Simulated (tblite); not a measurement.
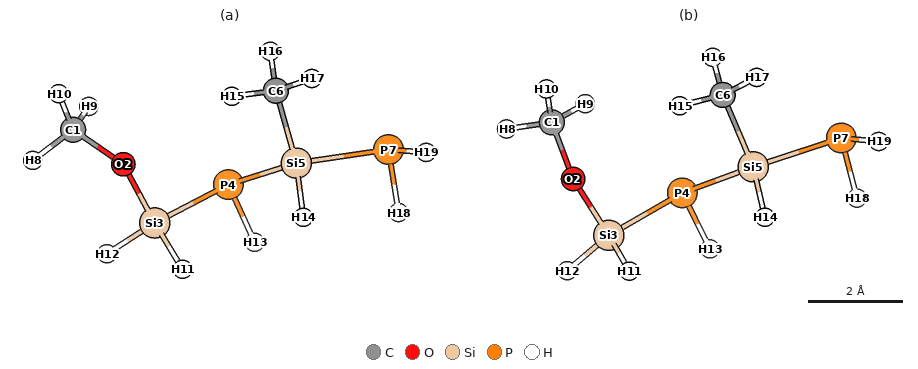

The structure of C₂H₁₂OP₂Si₂ before (left) and after (right) a relaxation, at one scale.

Style: ball-and-stick. Shown at a tilt.

The calculation used tblite 0.8.0, GFN2-xTB geometry optimisation, gas phase. 

Summarise the run.

Answer. The largest move after the best rigid fit is that of H9, 0.83 Å. Largest moves by element: H 0.83 Å, C 0.45 Å, O 0.37 Å, P 0.29 Å, Si 0.28 Å. Near-neighbour distances that change, for instance: Si5–C6 1.836 → 1.904 Å, P7–H19 1.422 → 1.382 Å, P4–H13 1.411 → 1.379 Å, C1–O2 1.426 → 1.396 Å. Among the angles between lasting bonds that change: O2–Si3–H11 110.7° → 98.5°, C1–O2–Si3 119.2° → 127.7°, P4–Si3–H11 109.8° → 118.0°. Groups turn about O2–Si3 by about 40°, C1–O2 by about 20°. After 157 geometry steps the energy has fallen by 7.45 kcal/mol.
